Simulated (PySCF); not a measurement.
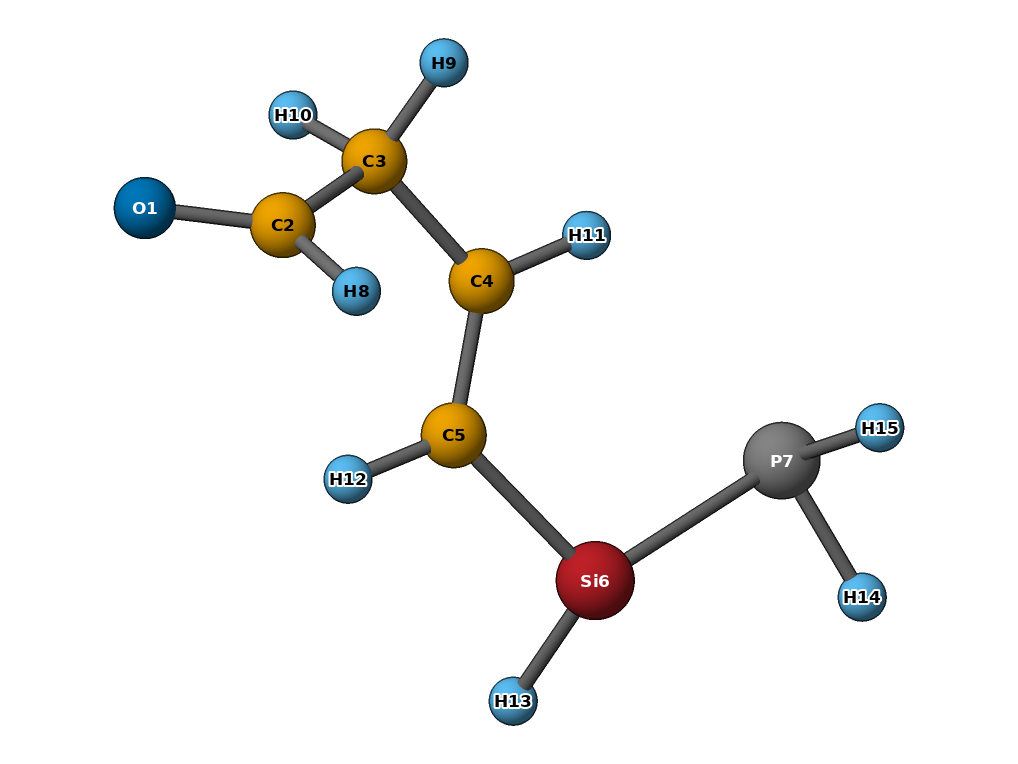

The questions are on Mulliken spin populations. The species is neutral and a spin doublet. The geometry was computed by an optimisation with GFN2-xTB. No frequency run is at hand to confirm it as a minimum. Level of theory: UKS B3LYP, pcH-1 on C H O P Si, non-relativistic (PySCF 2.14.0).

Which atom carries the largest spin population?

Answer. Si6 (0.82 e).

Which atom has the lowest spin population?

Answer. C5 (−0.09 e); a negative value comes from spin polarisation.

List the Mulliken spin populations.

```tsv
atom	value (e)
O1	0.00
C2	0.00
C3	−0.01
C4	0.18
C5	−0.09
Si6	0.82
P7	0.08
H8	0.00
H9	0.00
H10	0.01
H11	−0.01
H12	0.00
H13	0.00
H14	0.00
H15	0.01
```

Mulliken values depend strongly on the basis set. The geometry is semi-empirical. Around P, Si such bond lengths and angles can be off by a tenth of an ångström or more and by several degrees, and values that hang on the shape move with them.
